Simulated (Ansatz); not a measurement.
# Elastic response of H11RhC6NClO2 (P-1) (88 atoms), part 3 of 3

How stiff is H11RhC6NClO2 (P-1) (88 atoms), and how do its levels respond to strain?

Ansatz 0.2.0; Kohn-Sham DFT, PBE+D3(BJ), PAW (set soft_2), plane waves.

The cell: 44 H, 4 Rh, 24 C, 4 N, 4 Cl and 8 O. The main run has no spin polarisation.

So far. Step 9 (Volume -10 %): The relaxation converged after 7 steps, 3.29 eV below its start, with a largest force component of 0.044 eV/Å. Step 9 (Volume -10 %): Volume -10 %: the energy stands 0.302 eV above that of the reference, at a pressure of 1.21 GPa.

### Step 10. Stretched by 1 % along x

The relaxed cell is strained along x alone, which gives the stiffness along x and its coupling to y and z.

Input file input.yaml:

```yaml
crystal:
  lattice:
    - [14.47429, -0.00357, -0.03001]
    - [3.61554, 6.53313, -0.00056]
    - [2.51553, 0.9238, 10.40918]
  atoms:
    [... the 88 atom lines of step 4 ...]
kpoints:
  mp_grid: { grid: [1, 2, 1] }
hamiltonian:
  xc: pbe
  dispersion: d3bj
scf:
  occupations: { method: gaussian, width: 0.025 }
output:
  forces: true
  eigenvalues: true
  stress: true
relax:
  f_tol: 0.05
  max_steps: 70
```

On the command line:

```bash
> ansatz run input.yaml --threads 4 --pin off --max-ram 8192MiB --backend cpu --events-out ev --progress --plain --runs-dir out
```

Numbers of over 12 decimals in the logs are rounded to 6 here.

The program printed:

```text
[...]
Crystal: 88 atoms, lattice volume = 984.852 Å³
Basis set: ecut = 420 eV, 19277 PW (Γ), exchange–correlation on 200×100×144 points (8 copies of the dense FFT grid, shifted against one another)
Bands: 240, of which v1, the nominal top of the filled ones, is band 152 counted from 1 (151 counted from 0)
Symmetry: 1 space group operations
[...]
k-points: 2
[...]
SCF iter   1: F=—  HF=-42742.827688 eV  |F-HF|=—  |Δ(HF+E_count)|=         —  Δρ=1.09e-2  dr2=1.93e0  ethr=1.77e-3  ⟨swp⟩=6.0  Hψ=2126  notcnv=0  defer=30
[...]
SCF iter   8: F=—  HF=-42742.392968 eV  |F-HF|=—  |Δ(HF+E_count)|=   3.06e-5  Δρ=7.93e-5  dr2=8.88e-5  ethr=1.83e-8  ⟨swp⟩=12.0  Hψ=3025  notcnv=0
SCF iter   9: F=-42742.392959 eV  HF=-42742.392959 eV  |F-HF|=3.88e-7  |Δ(HF+E_count)|=   9.26e-6  Δρ=2.03e-5  dr2=4.31e-6  ethr=1.83e-8  ⟨swp⟩=4.0  Hψ=1881  notcnv=0
SCF 1 converged in 9 iterations: F = -42742.392959 eV  dr2 = 4.31e-6
[...]
relax step   1: F+E_penalty+E_count = -42742.39295880 eV  Δ(F+E_penalty+E_count) = +0.000e0 eV  max|allowed force component| = 3.457e-1 eV/Å  Δτ_max = 0.0000 Å  (9 SCF iters, dr2 threshold 6.25e-5 eV, accepted)
[...]
relax step   2: F+E_penalty+E_count = -42742.42829720 eV  Δ(F+E_penalty+E_count) = -3.534e-2 eV  max|allowed force component| = 1.699e-1 eV/Å  Δτ_max = 0.0331 Å  (7 SCF iters, dr2 threshold 7.47e-6 eV, accepted)
[...]
relax step   3: F+E_penalty+E_count = -42742.43263282 eV  Δ(F+E_penalty+E_count) = -4.336e-3 eV  max|allowed force component| = 9.062e-2 eV/Å  Δτ_max = 0.0440 Å  (10 SCF iters, accepted)
[...]
relax step   4: F+E_penalty+E_count = -42742.43479921 eV  Δ(F+E_penalty+E_count) = -2.166e-3 eV  max|allowed force component| = 4.926e-2 eV/Å  Δτ_max = 0.0258 Å  (9 SCF iters, accepted)
SCF converged after 9 iterations
Free energy (F): -42742.434799 eV
[...]
Internal energy: -42742.434799 eV  (E = F + TS)
E sigma→0 (E₀):  -42742.434799 eV
Fermi energy:    2.582902 eV
[...]
Σ components = -42742.434799   (vs F -42742.434799, Δ=0.00e0)
--- Forces (eV/Å), atoms counted from 1 ---
  atom   1  H      0.01000112    -0.00474417     0.00050493
  atom   2  H     -0.01084643     0.00439267    -0.00039920
  atom   3  H      0.01032170    -0.00240877     0.00197195
  atom   4  H     -0.01068693     0.00189876    -0.00203780
[...]
atom  88  O      0.00044005     0.00004103    -0.00186680
  max |Σ_I F_I| component: 5.02e-6 eV/Å
--- Stress (GPa, compression-positive) ---
       -0.154727      -0.017427      -0.014100
       -0.017426      -0.065633       0.012764
       -0.014103       0.012762      -0.037335
  P = ⅓ Tr σ = -0.0859 GPa (-0.859 kbar)
--- Band table (eV) ---
[...]
--- Relaxed structure (4 steps of the walk, 4 accepted, 0 SCFs on fresh bases) ---
  F+E_penalty+E_count = -42742.43479921 eV   max|allowed force component| = 4.926e-2 eV/Å
  atoms:
    - { symbol: H, position: [0.482813, 0.160882, 0.127858] }
    - { symbol: H, position: [0.017281, 0.838633, 0.872282] }
    - { symbol: H, position: [0.438459, 0.182768, 0.294678] }
    - { symbol: H, position: [0.061297, 0.816718, 0.705415] }
[...]
- { symbol: O, position: [0.745815, 0.813263, 0.455801] }
```

Wall time 30 s (4 threads of Intel Xeon 6975P-C (Granite Rapids), shared host); peak memory 2.5 GiB.

The relaxation converged after 4 steps, 0.0418 eV below its start, with a largest force component of 0.049 eV/Å.

Stretched by 1 % along x: the energy stands 0.00308 eV above that of the reference, at a pressure of -0.0859 GPa.

### Step 11. Compressed by 1 % along x

The relaxed cell is strained along x alone, which gives the stiffness along x and its coupling to y and z.

input.yaml, the sections that differ from step 10:

```yaml
crystal:
  lattice:
    - [14.18767, -0.00357, -0.03001]
    - [3.54394, 6.53313, -0.00056]
    - [2.46571, 0.9238, 10.40918]
  atoms:
    [... the 88 atom lines of step 4 ...]
# kpoints, hamiltonian, scf, output, relax: as in step 10
```

The program printed:

```text
[...]
Crystal: 88 atoms, lattice volume = 965.350 Å³
Basis set: ecut = 420 eV, 18883 PW (Γ), exchange–correlation on 192×100×144 points (8 copies of the dense FFT grid, shifted against one another)
Bands: 240, of which v1, the nominal top of the filled ones, is band 152 counted from 1 (151 counted from 0)
Symmetry: 1 space group operations
[...]
k-points: 2
[...]
SCF iter   1: F=—  HF=-42742.843502 eV  |F-HF|=—  |Δ(HF+E_count)|=         —  Δρ=1.11e-2  dr2=1.98e0  ethr=1.77e-3  ⟨swp⟩=6.0  Hψ=2131  notcnv=0  defer=23
[...]
SCF iter   9: F=-42742.393428 eV  HF=-42742.393435 eV  |F-HF|=7.07e-6  |Δ(HF+E_count)|=   4.91e-6  Δρ=2.76e-5  dr2=1.02e-5  ethr=1.61e-8  ⟨swp⟩=4.0  Hψ=1880  notcnv=0
SCF 1 converged in 9 iterations: F = -42742.393428 eV  dr2 = 1.02e-5
[...]
relax step   1: F+E_penalty+E_count = -42742.39342775 eV  Δ(F+E_penalty+E_count) = +0.000e0 eV  max|allowed force component| = 3.617e-1 eV/Å  Δτ_max = 0.0000 Å  (9 SCF iters, dr2 threshold 6.25e-5 eV, accepted)
[...]
relax step   2: F+E_penalty+E_count = -42742.43172472 eV  Δ(F+E_penalty+E_count) = -3.830e-2 eV  max|allowed force component| = 1.747e-1 eV/Å  Δτ_max = 0.0311 Å  (7 SCF iters, dr2 threshold 8.18e-6 eV, accepted)
[...]
relax step   3: F+E_penalty+E_count = -42742.43654053 eV  Δ(F+E_penalty+E_count) = -4.816e-3 eV  max|allowed force component| = 9.069e-2 eV/Å  Δτ_max = 0.0352 Å  (10 SCF iters, accepted)
[...]
relax step   4: F+E_penalty+E_count = -42742.43834662 eV  Δ(F+E_penalty+E_count) = -1.806e-3 eV  max|allowed force component| = 4.834e-2 eV/Å  Δτ_max = 0.0281 Å  (9 SCF iters, accepted)
SCF converged after 9 iterations
Free energy (F): -42742.438347 eV
[...]
Internal energy: -42742.438347 eV  (E = F + TS)
E sigma→0 (E₀):  -42742.438347 eV
Fermi energy:    2.714270 eV
[...]
--- Forces (eV/Å), atoms counted from 1 ---
  atom   1  H     -0.01115179     0.00309110     0.00074657
  atom   2  H      0.01040112    -0.00350133    -0.00080089
  atom   3  H     -0.01014733     0.00321937    -0.00155459
  atom   4  H      0.00990261    -0.00371596     0.00144523
  atom   5  H      0.00217430    -0.00230221     0.00096235
  atom   6  H     -0.00183884     0.00290162    -0.00131005
  atom   7  H     -0.01214930     0.00156189    -0.00026202
  atom   8  H      0.01260811    -0.00064033     0.00021471
  atom   9  H      0.00291013    -0.00309478    -0.00059890
  atom  10  H     -0.00233229     0.00362592     0.00070958
  atom  11  H     -0.00786285     0.00340717    -0.00293798
  atom  12  H      0.00696271    -0.00282512     0.00281217
  atom  13  H     -0.00968561     0.00266927     0.00041729
  atom  14  H      0.00938802    -0.00308850    -0.00062525
[...]
atom  87  O      0.00384809     0.00890234    -0.00869891
  atom  88  O     -0.00104934    -0.00725721     0.00971524
  max |Σ_I F_I| component: 1.76e-5 eV/Å
--- Stress (GPa, compression-positive) ---
        0.092895       0.036156      -0.029309
        0.036157       0.003218      -0.004173
       -0.029306      -0.004171      -0.009773
  P = ⅓ Tr σ = 0.0288 GPa (0.288 kbar)
--- Band table (eV) ---
[...]
--- Relaxed structure (4 steps of the walk, 4 accepted, 0 SCFs on fresh bases) ---
  F+E_penalty+E_count = -42742.43834662 eV   max|allowed force component| = 4.834e-2 eV/Å
  atoms:
    - { symbol: H, position: [0.485694, 0.163725, 0.126429] }
    - { symbol: H, position: [0.014426, 0.835851, 0.873704] }
    - { symbol: H, position: [0.441899, 0.183920, 0.293346] }
    - { symbol: H, position: [0.057879, 0.815596, 0.706745] }
[...]
- { symbol: O, position: [0.746446, 0.814242, 0.455891] }
```

Elapsed: 28 s, on 4 threads; peak memory 2.5 GiB; 1.8 min of CPU time.

The relaxation converged after 4 steps, 0.0449 eV below its start, with a largest force component of 0.048 eV/Å.

Compressed by 1 % along x: the energy stands 4.7e-4 eV below that of the reference, at a pressure of 0.0288 GPa.

### Step 12. Sheared by 2 % in xy

A shear of the relaxed cell gives the modulus that volume changes can't reach.

input.yaml, the sections that differ from step 11:

```yaml
crystal:
  lattice:
    - [14.33094, 0.13974, -0.03001]
    - [3.64507, 6.56893, -0.00056]
    - [2.49986, 0.94871, 10.40918]
  atoms:
    [... the 88 atom lines of step 4 ...]
# kpoints, hamiltonian, scf, output, relax: as in step 11
```

The program printed:

```text
[...]
Crystal: 88 atoms, lattice volume = 975.004 Å³
Basis set: ecut = 420 eV, 19029 PW (Γ), exchange–correlation on 192×108×144 points (8 copies of the dense FFT grid, shifted against one another)
Bands: 240, of which v1, the nominal top of the filled ones, is band 152 counted from 1 (151 counted from 0)
Symmetry: 1 space group operations
[...]
k-points: 2
[...]
SCF iter   1: F=—  HF=-42742.797775 eV  |F-HF|=—  |Δ(HF+E_count)|=         —  Δρ=1.11e-2  dr2=1.99e0  ethr=1.77e-3  ⟨swp⟩=6.0  Hψ=2127  notcnv=0  defer=21
[...]
SCF iter   8: F=—  HF=-42742.349471 eV  |F-HF|=—  |Δ(HF+E_count)|=   2.96e-5  Δρ=8.75e-5  dr2=1.14e-4  ethr=2.06e-8  ⟨swp⟩=12.0  Hψ=2734  notcnv=0
SCF iter   9: F=-42742.349460 eV  HF=-42742.349459 eV  |F-HF|=8.00e-7  |Δ(HF+E_count)|=   1.16e-5  Δρ=1.73e-5  dr2=2.86e-6  ethr=2.06e-8  ⟨swp⟩=4.0  Hψ=1796  notcnv=0
SCF 1 converged in 9 iterations: F = -42742.349460 eV  dr2 = 2.86e-6
[...]
relax step   1: F+E_penalty+E_count = -42742.34945998 eV  Δ(F+E_penalty+E_count) = +0.000e0 eV  max|allowed force component| = 5.487e-1 eV/Å  Δτ_max = 0.0000 Å  (9 SCF iters, dr2 threshold 6.25e-5 eV, accepted)
[...]
relax step   2: F+E_penalty+E_count = -42742.41907635 eV  Δ(F+E_penalty+E_count) = -6.962e-2 eV  max|allowed force component| = 2.742e-1 eV/Å  Δτ_max = 0.0369 Å  (7 SCF iters, dr2 threshold 1.88e-5 eV, accepted)
[...]
relax step   3: F+E_penalty+E_count = -42742.42889355 eV  Δ(F+E_penalty+E_count) = -9.817e-3 eV  max|allowed force component| = 1.249e-1 eV/Å  Δτ_max = 0.0284 Å  (7 SCF iters, dr2 threshold 4.70e-6 eV, accepted)
relax step   4: F+E_penalty+E_count = -42742.43090440 eV  Δ(F+E_penalty+E_count) = -2.011e-3 eV  max|allowed force component| = 4.965e-2 eV/Å  Δτ_max = 0.0135 Å  (6 SCF iters, dr2 threshold 3.24e-6 eV, accepted)
[...]
relax step   5: F+E_penalty+E_count = -42742.43090499 eV  Δ(F+E_penalty+E_count) = -5.866e-7 eV  max|allowed force component| = 4.968e-2 eV/Å  Δτ_max = 0.0000 Å  (5 SCF iters, accepted)
SCF converged after 5 iterations
Free energy (F): -42742.430905 eV
[...]
Internal energy: -42742.430905 eV  (E = F + TS)
E sigma→0 (E₀):  -42742.430905 eV
Fermi energy:    2.648464 eV
[...]
Σ components = -42742.430905   (vs F -42742.430905, Δ=0.00e0)
--- Forces (eV/Å), atoms counted from 1 ---
  atom   1  H     -0.00197794    -0.00793597     0.00188134
  atom   2  H      0.00136234     0.00723123    -0.00179259
  atom   3  H     -0.00158425    -0.00601768     0.00033700
  atom   4  H      0.00118392     0.00530737    -0.00045437
[...]
atom  88  O      0.00170806    -0.00882922     0.00623081
  max |Σ_I F_I| component: 2.78e-5 eV/Å
--- Stress (GPa, compression-positive) ---
       -0.070944      -0.134937      -0.024482
       -0.134937      -0.020138      -0.010369
       -0.024481      -0.010369      -0.069446
  P = ⅓ Tr σ = -0.0535 GPa (-0.535 kbar)
--- Band table (eV) ---
[...]
--- Relaxed structure (5 steps of the walk, 5 accepted, 0 SCFs on fresh bases) ---
  F+E_penalty+E_count = -42742.43090499 eV   max|allowed force component| = 4.968e-2 eV/Å
  atoms:
    - { symbol: H, position: [0.485897, 0.160155, 0.126870] }
    - { symbol: H, position: [0.014189, 0.839395, 0.873286] }
    - { symbol: H, position: [0.441931, 0.181267, 0.293839] }
    - { symbol: H, position: [0.057809, 0.818237, 0.706278] }
[...]
- { symbol: O, position: [0.746438, 0.814473, 0.455049] }
```

Wall time 31 s (4 threads); peak memory 2.5 GiB; 2 min of CPU time.

The relaxation converged after 5 steps, 0.0814 eV below its start, with a largest force component of 0.050 eV/Å.

Sheared by 2 % in xy: the energy stands 0.00697 eV above that of the reference, at a pressure of -0.0535 GPa.

### Step 13. Pressure against volume

Atoms are relaxed at each volume, in the scaled cell.

```
volume change (%)  volume (Å³/atom)  energy change (meV/atom)  pressure (GPa)  largest move on relaxing (Å)  bonds  gap (eV)
              -10             9.973                      3.43            1.21                          0.15     84                2.83
               -6            10.416                      0.94            0.57                          0.10     84                2.85
               -3            10.748                      0.15            0.22                          0.05     84                2.87
               +0            11.081                      0.00           -0.02                             -     84                2.89
               +3            11.413                      0.25           -0.19                          0.07     84                2.90
               +6            11.746                      0.84           -0.37                          0.11     84                2.91
```

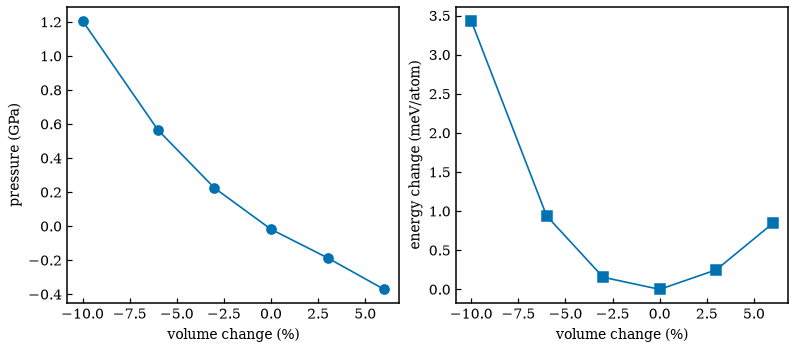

Pressure and energy against volume.

### Step 14. Uniaxial strain and shear

Stress (GPa, compression positive) less that of the relaxed cell, atoms relaxed:

```
                   strain      xx      yy      zz      xy  energy change (meV/atom)
 stretched by 1 % along x  -0.132  -0.051  -0.020  -0.023                      0.04
compressed by 1 % along x   0.115   0.018   0.007   0.030                     -0.01
     sheared by 2 % in xy  -0.048  -0.005  -0.052  -0.141                      0.08
```

### Step 15. Findings

The bulk modulus, from the slope of pressure against ln V over the three points nearest the relaxed volume, is 6.84 GPa; between neighbouring points the slope runs 15, 11, 8.0, 5.7 and 6.4 GPa from the smallest volume up, without a steady fall, so no pressure derivative is given. The gap goes from 2.83 eV at the smallest volume to 2.91 eV at the largest, +0.5 eV per unit of ln V by a straight line, on the run's k-points. In the Cartesian axes of the cell, finite differences give C11 = 12.4, C12 = 3.44, C13 = 1.38 and C66 = 7.04 GPa (the shear of 2 % is the engineering strain, εxy = 0.01).

**Limits.** Strains are finite and relaxations stop at the force tolerance of the input, which can leave moduli too stiff; they are those of a static cell at zero temperature. Volumes are changed with the cell's shape held, so in an anisotropic solid the modulus lies over the one under free hydrostatic load. The program notes that the SCF threshold of the relaxations is loose for the stress. Forces of over 1 eV/Å at the start, largest on O, show that the listed positions lie far from a minimum at this level.

The DFT runs together took 5.7 min of wall time.

[Logs are printed without paths, hosts, clocks, repeated set-up lines and the standing remarks that a program may print on its own settings, such as how far it seeks lower states.]

[Hosts, paths, dates, database ids (printed as entryN), source tags and the programs' standing remarks are cut or masked in the printed files.]
